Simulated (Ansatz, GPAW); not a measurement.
# A 7-layer slab of Y(0001): work function by functional and basis, part 3 of 3

How far do functional and basis move the work function of a 7-layer slab of Y(0001)?

GPAW 26.7.0 and Ansatz 0.2.0; Ansatz plane waves; slab in vacuum with a dipole correction, relaxation (the session's first sound run).

So far, upper work function (eV): step 2 (relaxing the atoms, PBE) 3.35; step 5 (OptPBE vdW: xc = "optPBE-vdW", GPAW, PAW setups, GPAW) 3.54; step 6 (self-consistent run: xc = "revPBE") 3.26; step 7 (self-consistent run: xc = "RPBE") 3.26; step 8 (self-consistent run: xc = "vdW-DF2", GPAW, PAW setups, GPAW) 3.64.

## 9. Real-space grid: mode = "fd"

Level of this step: GPAW, PAW setups; slab in vacuum (GPAW).

A real-space grid is a second complete basis, so it checks the plane-wave result.

Input file run.py:

```python
import json
import numpy as np
from ase import Atoms
from gpaw import GPAW

slab = Atoms(
    ['Y', 'Y', 'Y', 'Y', 'Y', 'Y', 'Y'],
    positions=[
        [0.00000, 0.00000, 9.00000],
        [3.65000, 2.10733, 11.86707],
        [0.00000, 0.00000, 14.73415],
        [3.65000, 2.10733, 17.58690],
        [0.00000, 0.00000, 20.43856],
        [3.65000, 2.10733, 23.31608],
        [0.00000, 0.00000, 26.09164]],
    cell=[[3.65, 0.0, 0.0], [1.825, 3.16099, 0.0], [0.0, 0.0, 35.20245]],
    pbc=[True, True, False])

slab.calc = GPAW(mode='fd', h=0.18, xc='PBE', kpts={'size': (10, 10, 1), 'gamma': True},
                 occupations={'name': 'fermi-dirac', 'width': 0.1}, nbands='160%',
                 convergence={'density': 1e-05}, maxiter=200,
                 poissonsolver={'dipolelayer': 'xy'},
                 symmetry={'tolerance': 1e-3}, txt='slab.txt')
result = {}
energy = slab.get_potential_energy()
fermi = slab.calc.get_fermi_level()
v = slab.calc.get_electrostatic_potential().mean((0, 1)) - fermi
n = slab.calc.get_pseudo_density().mean((0, 1))
L = slab.cell[2, 2]
z = np.arange(len(v)) * L / len(v)
low, high = slab.positions[:, 2].min(), slab.positions[:, 2].max()
below, above = np.interp([low - 6.8, high + 6.8], z, v)
slopes = [np.interp(x, z, np.gradient(v, z)) for x in (low - 6.8, high + 6.8)]
eps = np.array([[slab.calc.get_eigenvalues(k, s) for k in range(len(slab.calc.get_ibz_k_points()))]
                for s in range(slab.calc.get_number_of_spins())]) - fermi
top, bottom = eps[eps < 0].max(), eps[eps > 0].min()
dipole = slab.get_dipole_moment()[2]
print(f'energy {energy:.4f} eV, Fermi level {fermi:.4f} eV, dipole {dipole:.5f} e A')
print(f'potential 6.8 A off the faces, from the Fermi level: lower {below:.4f} eV, upper {above:.4f} eV')
print(f'slope of the potential there: lower {slopes[0]:.5f}, upper {slopes[1]:.5f} eV/A')
print(f'nearest levels on the mesh: {top:.4f} and {bottom:.4f} eV')
print('magnetic moment', round(slab.get_magnetic_moment(), 3))
result.update(energy=energy, fermi=fermi, dipole=dipole, below=below, above=above, slopes=slopes, edges=[top, bottom],
              z=z.tolist(), v=v.tolist(), n=n.tolist(), positions=slab.positions.tolist(),
              forces=slab.get_forces(apply_constraint=False).tolist(), moments=slab.get_magnetic_moments().tolist())
json.dump(result, open('result.json', 'w'))
```

Started as:

```
> OMP_NUM_THREADS=1 OPENBLAS_NUM_THREADS=1 python run.py
```

Numbers of over 12 decimals in the logs are rounded to 6 here.

Output:

```text
energy -31.5138 eV, Fermi level -3.3650 eV, dipole 0.00103 e A
potential 6.8 A off the faces, from the Fermi level: lower 3.3730 eV, upper 3.3569 eV
slope of the potential there: lower -0.00010, upper 0.00010 eV/A
nearest levels on the mesh: -0.0165 and 0.0024 eV
magnetic moment 0.0
```

Wall time 40 min (1 thread of Intel Xeon Platinum 8259CL at 2.50GHz (Skylake/Cascade Lake), shared host); peak memory 1.3 GiB.

This step gave:

* dipole along the normal: 0.001033 e·Å
* levels nearest the Fermi level on the mesh: -0.01652, 0.002420 eV from the Fermi level
* upper work function: 3.357 eV
* lower work function: 3.373 eV

The electrostatic potential energy of an electron (without an applied field's), less the Fermi level, planar mean oscillates, so the rows of the table below give means over windows of 2.87 Å about each position, cut where the curve ends. Its maxima inside the range that stand out by 2 % of the span (Å: eV): 10.4: 0.934, 13.3: 0.761, 16.2: 0.747, 19.0: 0.743, 21.8: 0.753, 24.7: 0.615. Its minima: 9.1: -17.4, 11.9: -17.3, 14.8: -17.0, 17.6: -17.3, 20.5: -17.3, 23.3: -17.2, 26.0: -17.5.

Table of electrostatic potential energy of an electron (without an applied field's), less the Fermi level, planar mean by z; means over each step:

| z (Å) | electrostatic potential energy of an electron (without an applied field's), less the Fermi level, planar mean (eV) |
| --- | --- |
| 1.44 | 3.37 |
| 4.30 | 3.36 |
| 7.17 | 0.330 |
| 10.04 | -6.38 |
| 12.91 | -6.37 |
| 15.78 | -6.44 |
| 18.65 | -6.45 |
| 21.52 | -6.33 |
| 24.39 | -6.78 |
| 27.26 | -3.97 |
| 30.13 | 3.31 |
| 33.00 | 3.36 |

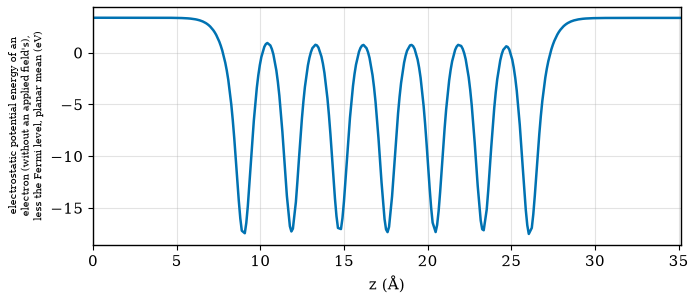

Electrostatic potential energy of an electron (without an applied field's), less the Fermi level, planar mean, plotted against z.

The upper face's work function is 3.357 eV, against 3.358 eV in the first plane-wave PBE run at this geometry.

## 10. Atomic orbitals: mode = "lcao"

Atom-centred orbitals end a few angstrom from the surface, which tests how much the density's tail matters.

run.py, as its differences from that of step 9:

```diff
@@ -18,4 +18,4 @@
 
-slab.calc = GPAW(mode='fd', h=0.18, xc='PBE', kpts={'size': (10, 10, 1), 'gamma': True},
-                 occupations={'name': 'fermi-dirac', 'width': 0.1}, nbands='160%',
+slab.calc = GPAW(mode='lcao', basis='dzp', h=0.18, xc='PBE', kpts={'size': (10, 10, 1), 'gamma': True},
+                 occupations={'name': 'fermi-dirac', 'width': 0.1}, nbands='120%',
                  convergence={'density': 1e-05}, maxiter=200,
```

Output:

```text
energy -30.0800 eV, Fermi level -3.3268 eV, dipole 0.00118 e A
potential 6.8 A off the faces, from the Fermi level: lower 3.3360 eV, upper 3.3175 eV
slope of the potential there: lower -0.00000, upper -0.00000 eV/A
nearest levels on the mesh: -0.0005 and 0.0107 eV
magnetic moment 0.0
```

It took 88 min on 1 thread; peak memory 0.53 GiB.

This step gave:

| Item | Value |
| --- | --- |
| dipole along the normal | 0.001179 e·Å |
| levels nearest the Fermi level on the mesh | -4.64e-4, 0.01065 eV from the Fermi level |
| upper work function | 3.318 eV |
| lower work function | 3.336 eV |

The electrostatic potential energy of an electron (without an applied field's), less the Fermi level, planar mean oscillates, so the rows of the table below give means over windows of 2.87 Å about each position, cut where the curve ends. Its maxima inside the range that stand out by 2 % of the span (Å: eV): 10.4: 0.915, 13.3: 0.742, 16.2: 0.728, 19.0: 0.724, 21.8: 0.735, 24.7: 0.590. Its minima: 9.1: -17.5, 11.9: -17.3, 14.8: -17.1, 17.6: -17.4, 20.5: -17.3, 23.3: -17.2, 26.0: -17.5.

Table of electrostatic potential energy of an electron (without an applied field's), less the Fermi level, planar mean by z; means over each step:

| z (Å) | electrostatic potential energy of an electron (without an applied field's), less the Fermi level, planar mean (eV) |
| --- | --- |
| 1.44 | 3.34 |
| 4.30 | 3.33 |
| 7.17 | 0.319 |
| 10.04 | -6.40 |
| 12.91 | -6.38 |
| 15.78 | -6.46 |
| 18.65 | -6.47 |
| 21.52 | -6.35 |
| 24.39 | -6.80 |
| 27.26 | -3.98 |
| 30.13 | 3.28 |
| 33.00 | 3.32 |

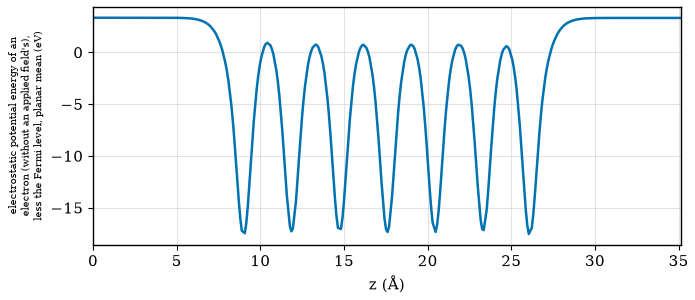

Electrostatic potential energy of an electron (without an applied field's), less the Fermi level, planar mean against z.

The upper face's work function is 3.318 eV, against 3.358 eV in the first plane-wave PBE run at this geometry.

## 11. All levels side by side

Times are for 1 thread of Intel Xeon Platinum 8259CL at 2.50GHz (Skylake/Cascade Lake), shared host. Results by setting:

| no. | run | upper work function (eV) | lower work function (eV) | time | memory (GiB) |
| --- | --- | --- | --- | --- | --- |
| 1 | pw | 3.358 | 3.374 | 12 min | 0.36 |
| 2 | LDA | 3.520 | 3.533 | 15 min | 0.36 |
| 3 | optPBE vdW | 3.539 | 3.552 | 13 min | 0.63 |
| 4 | revPBE | 3.263 | 3.281 | 10 min | 0.35 |
| 5 | RPBE | 3.257 | 3.275 | 14 min | 0.36 |
| 6 | vdW DF2 | 3.644 | 3.655 | 14 min | 0.63 |
| 7 | fd | 3.357 | 3.373 | 40 min | 1.3 |
| 8 | lcao | 3.318 | 3.336 | 88 min | 0.53 |

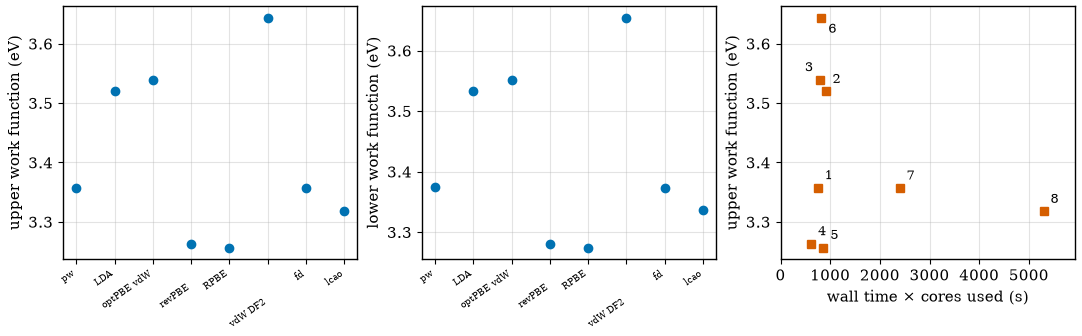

The series as plots; the last panel sets the first result against cost, with the runs numbered as in the table.

## 12. A second plane-wave code

A second program with its own datasets checks the number independently.

This step: Ansatz plane waves; slab in vacuum with a dipole correction (Ansatz 0.2.0).

Input file input.yaml:

```yaml
crystal:
  lattice:
    - [3.65, 0.0, 0.0]
    - [1.825, 3.1609927238, 0.0]
    - [0.0, 0.0, 35.20245]
  atoms:
    - { symbol: "Y", position: [0.0, 0.0, 0.2556640234] }
    - { symbol: "Y", position: [0.6666666667, 0.6666666667, 0.3371093489] }
    - { symbol: "Y", position: [0.0, 0.0, 0.4185546745] }
    - { symbol: "Y", position: [0.6666666667, 0.6666666667, 0.4995929817] }
    - { symbol: "Y", position: [0.0, 0.0, 0.5806004752] }
    - { symbol: "Y", position: [0.6666666667, 0.6666666667, 0.6623426205] }
    - { symbol: "Y", position: [0.0, 0.0, 0.7411882174] }
kpoints:
  mp_grid: { grid: [10, 10, 1] }
hamiltonian:
  xc: pbe
scf:
  occupations: { method: fermi_dirac, width: 0.1 }
efield:
  axis: 3
  dipole_correction: true
  ramp_width: 0.05
output:
  forces: true
  write_potential: true
  write_density: true
  volumetric_format: npy
```

Started as:

```
> ansatz run input.yaml --threads 4 --pin off --max-ram 8192MiB --backend cpu --events-out ev --progress --plain --runs-dir out
```

Output:

```text
[...]
Crystal: 7 atoms, lattice volume = 406.153 Å³
Basis set: ecut = 420 eV, 7797 PW (Γ), exchange–correlation on 50×50×480 points (8 copies of the dense FFT grid, shifted against one another)
Bands: 47, of which v1, the nominal top of the filled ones, is band 39 counted from 1 (38 counted from 0)
Symmetry: 6 space group operations
[...]
k-points: 14 of 100 (time reversal used)
[...]
SCF iter   1: F=—  HF=-26939.485999 eV  |F-HF|=—  |Δ(HF+E_count)|=         —  Δρ=2.61e-3  dr2=7.60e-1  ethr=1.77e-3  p=0.001 e·Å  D=4.03e-4 V/Å  ΔV_dip=-0.01 eV  dr2_dipole=2.55e-2  V_vac-E_F(+/−)=2.97/2.98 eV  ⟨swp⟩=8.1  Hψ=6394  notcnv=0
[...]
SCF iter   8: F=-26939.475770 eV  HF=-26939.475770 eV  |F-HF|=3.81e-8  |Δ(HF+E_count)|=   4.65e-8  Δρ=2.59e-6  dr2=7.55e-8  ethr=1.30e-10  p=0.001 e·Å  D=4.46e-4 V/Å  ΔV_dip=-0.02 eV  dr2_dipole=9.71e-9  V_vac-E_F(+/−)=3.35/3.37 eV  ⟨swp⟩=10.1  Hψ=5551  notcnv=0
SCF 1 converged in 8 iterations: F = -26939.475770 eV  dr2 = 7.55e-8
[...]
SCF converged after 8 iterations
Free energy (F): -26939.475770 eV
[...]
Internal energy: -26938.992700 eV  (E = F + TS)
E sigma→0 (E₀):  -26939.234235 eV
Entropy (-TS):   -0.483069 eV (-69.010 meV/atom)
Fermi energy:    3.937227 eV
Dipole field:    D = 0.000539 V/Å  (p = 0.001209 e·Å, saw-weighted, corrected)
Work function:   Φ+ = 3.3531 eV   Φ− = 3.3720 eV
[...]
--- Forces (eV/Å), atoms counted from 1 ---
  atom   1  Y     -0.00000000     0.00000000     0.17562840
  atom   2  Y      0.00000000     0.00000000    -0.17828824
  atom   3  Y      0.00000000    -0.00000000     0.01221449
  atom   4  Y     -0.00000000     0.00000000    -0.00177238
  atom   5  Y     -0.00000000    -0.00000000    -0.00031651
  atom   6  Y      0.00000000     0.00000000    -0.00412789
  atom   7  Y     -0.00000000    -0.00000000    -0.00337800
  max |Σ_I F_I| component: 4.01e-5 eV/Å
--- Band table (eV; the first three rows and the last of 14) ---
  k-point 0: bands = [... 35 lower, 4.1087, 4.1173, 4.6464, 4.7347, 4.8400, 5.2258, 5.4794, 5.4794, ... 12 higher]
  k-point 1: bands = [... 35 lower, 4.1134, 4.1317, 4.4508, 4.5269, 4.6973, 5.1278, 5.2177, 5.2215, ... 12 higher]
  k-point 2: bands = [... 35 lower, 3.9628, 3.9987, 4.1037, 4.1242, 4.4418, 4.6022, 4.6684, 4.7143, ... 12 higher]
  k-point 13: bands = [... 35 lower, 3.5242, 3.5408, 3.6841, 3.7051, 3.9395, 3.9513, 4.2712, 4.2938, ... 12 higher]
```

It took 17 s on 4 threads; peak memory 0.92 GiB; 56 s of CPU time.

Numbers from this step:

- upper work function: 3.353 eV
- lower work function: 3.372 eV
- dipole along the normal: 0.001209 e·Å
- dipole field: 5.39e-4 V/Å
- vacuum level above: 7.290 eV

The electrostatic potential energy of an electron (with the applied field's), less the Fermi level, planar mean oscillates, so the rows of the table below give means over windows of 2.79 Å about each position, cut where the curve ends. Its maxima inside the range that stand out by 2 % of the span (Å: eV): 10.4: 0.929, 13.3: 0.737, 16.1: 0.737, 19.1: 0.717, 21.9: 0.773, 24.6: 0.576. Its minima: 8.9: -13.3, 11.9: -12.9, 14.7: -12.9, 17.6: -13.0, 20.4: -13.0, 23.3: -12.8, 26.1: -13.3.

Electrostatic potential energy of an electron (with the applied field's), less the Fermi level, planar mean against z; means over each step:

| z (Å) | electrostatic potential energy of an electron (with the applied field's), less the Fermi level, planar mean (eV) |
| --- | --- |
| 1.40 | 3.37 |
| 4.19 | 3.36 |
| 6.98 | 1.33 |
| 9.77 | -5.63 |
| 12.56 | -5.54 |
| 15.35 | -5.63 |
| 18.14 | -5.64 |
| 20.93 | -5.66 |
| 23.72 | -5.65 |
| 26.51 | -5.80 |
| 29.30 | 3.13 |
| 32.09 | 3.35 |
| 34.88 | 3.36 |

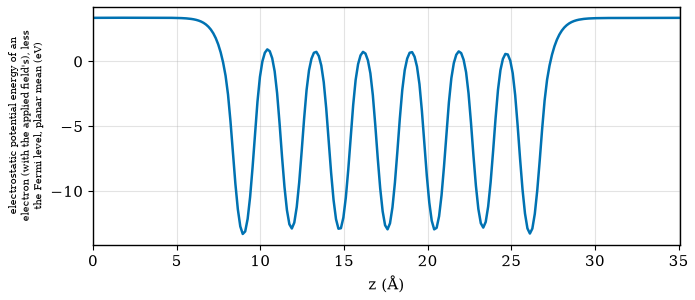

Electrostatic potential energy of an electron (with the applied field's), less the Fermi level, planar mean against z.

The valence density, planar mean oscillates, so the rows of the table below give means over windows of 2.86 Å about each position, cut where the curve ends. Its maxima inside the range that stand out by 2 % of the span (Å: e/Å³): 8.9: 0.674, 11.9: 0.677, 14.7: 0.673, 17.6: 0.677, 20.4: 0.674, 23.3: 0.678, 26.1: 0.678. Its minima: 10.4: 0.102, 13.3: 0.0999, 16.1: 0.102, 19.1: 0.102, 21.9: 0.0985, 24.6: 0.110.

The valence density, planar mean by z; means over each step:

| z (Å) | valence density, planar mean (e/Å³) |
| --- | --- |
| 1.43 | 7.9e-7 |
| 4.29 | 2.6e-4 |
| 7.15 | 0.0751 |
| 10.01 | 0.333 |
| 12.87 | 0.333 |
| 15.73 | 0.334 |
| 18.59 | 0.336 |
| 21.45 | 0.329 |
| 24.31 | 0.351 |
| 27.17 | 0.242 |
| 30.03 | 0.00121 |
| 32.89 | 3.9e-6 |

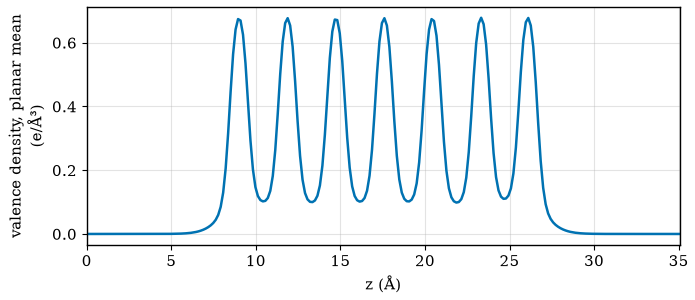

Valence density, planar mean, plotted against z.

Force by atom:

| atom | x (eV/Å) | y (eV/Å) | z (eV/Å) | size |
| --- | --- | --- | --- | --- |
| Y1 | 0.000 | 0.000 | 0.176 | 0.176 |
| Y2 | 0.000 | 0.000 | -0.178 | 0.178 |
| Y3 | 0.000 | 0.000 | 0.012 | 0.012 |
| Y4 | 0.000 | 0.000 | -0.002 | 0.002 |
| Y5 | 0.000 | 0.000 | 0.000 | 0.000 |
| Y6 | 0.000 | 0.000 | -0.004 | 0.004 |
| Y7 | 0.000 | 0.000 | -0.003 | 0.003 |

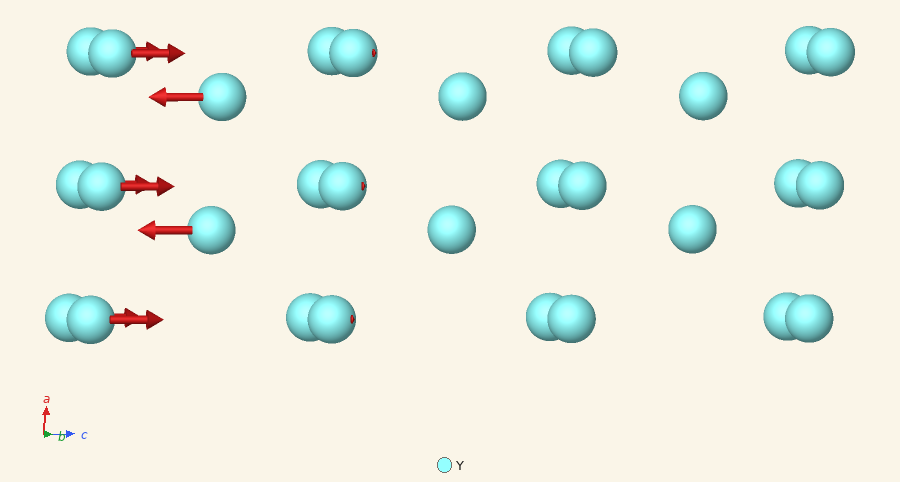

Force as arrows, the longest 0.178 eV/Å. 2×1×1 cells are drawn. Some periodic images of atoms are drawn too.

The upper face's work function is 3.353 eV, against 3.358 eV in the first plane-wave PBE run at this geometry.

## 13. Side by side

Results and costs are gathered.

This step: comparison of work functions, dipole and cost (GPAW 26.7.0).

Ladder, by row:

| step | code | work function, upper (eV) | work function, lower (eV) | dipole (e Å) | wall time (s) | peak memory (GiB) | threads |
| --- | --- | --- | --- | --- | --- | --- | --- |
| pw | GPAW | 3.358 | 3.374 | 0.001065 | 748.3 | 0.36 | 1 |
| LDA | GPAW | 3.52 | 3.533 | 8.52e-4 | 907.2 | 0.36 | 1 |
| optPBE-vdW | GPAW | 3.539 | 3.552 | 8.17e-4 | 791.5 | 0.63 | 1 |
| revPBE | GPAW | 3.263 | 3.281 | 0.001127 | 613.6 | 0.35 | 1 |
| RPBE | GPAW | 3.257 | 3.275 | 0.001158 | 862.9 | 0.36 | 1 |
| vdW-DF2 | GPAW | 3.644 | 3.655 | 6.99e-4 | 821.5 | 0.63 | 1 |
| fd | GPAW | 3.357 | 3.373 | 0.001033 | 2397 | 1.27 | 1 |
| lcao | GPAW | 3.318 | 3.336 | 0.001179 | 5296 | 0.53 | 1 |
| ansatz | Ansatz | 3.353 | 3.372 | 0.001209 | 16.68 | 0.918 | 4 |

## 14. A changed run

One more run, with changed settings.

This step: GPAW, PAW setups; slab in vacuum (GPAW 26.7.0).

run.py, as its differences from that of step 10:

```diff
@@ -3,3 +3,4 @@
 from ase import Atoms
-from gpaw import GPAW
+from gpaw import GPAW, PW
+from gpaw.external import ConstantElectricField
 
@@ -18,6 +19,7 @@
 
-slab.calc = GPAW(mode='lcao', basis='dzp', h=0.18, xc='PBE', kpts={'size': (10, 10, 1), 'gamma': True},
-                 occupations={'name': 'fermi-dirac', 'width': 0.1}, nbands='120%',
-                 convergence={'density': 1e-05}, maxiter=200,
+slab.calc = GPAW(mode=PW(400), xc='PBE', kpts={'size': (10, 10, 1), 'gamma': True},
+                 occupations={'name': 'fermi-dirac', 'width': 0.1}, nbands='160%',
+                 convergence={'density': 1e-05}, maxiter=50,
                  poissonsolver={'dipolelayer': 'xy'},
+                 external=ConstantElectricField(1.5, [0, 0, 1]),
                  symmetry={'tolerance': 1e-3}, txt='slab.txt')
```

Started as:

```
> OMP_NUM_THREADS=1 OPENBLAS_NUM_THREADS=1 python run.py
```

Output:

```text
gpaw.KohnShamConvergenceError: Did not converge!  See text output for help.
```

Wall time 44 min (1 thread); peak memory 0.72 GiB.

The run stopped without converging, so none of its numbers is a property of the system.

The fault put into the input: a field far too strong, under a cap of 50 iterations, which ended the run (field = 1.5).

## 15. Results

```yaml
work_function_upper_and_lower_face: 3.358 and 3.374 eV
dipole_along_the_normal: 0.00107 e Å
```

In words: With plane waves and PBE the work function is 3.36 eV on the upper face and 3.37 eV on the lower. The measured value for polycrystalline Y, which weights the faces of low work function, is 3.1 eV (as compiled in "Anisotropic work function of elemental crystals", 2019, arxiv:1902.07811); the relaxed upper face lies 0.26 eV over it with PBE, and RPBE comes nearest (3.26 eV). Measured work functions scatter by a tenth of an eV or more between methods. Over the sound runs of the table the upper face's work function spans 3.257 (RPBE) to 3.644 eV (vdW-DF2). The two plane-wave codes differ by 0.0045 eV on the upper face. The small printed dipole stands for a step of -17 meV from the lower to the upper face, and the probes find -16 meV; values this small are near the numerical noise of both. The in-plane lattice was kept as typed, which isn't the functional's own and leaves some strain; spin-orbit coupling and temperature are left out.

[Logs are printed without paths, hosts, clocks, repeated set-up lines and the standing remarks that a program may print on its own settings, such as how far it seeks lower states.]

[Hosts, paths, dates, database ids (printed as entryN), source tags and the programs' standing remarks are cut or masked in the printed files.]
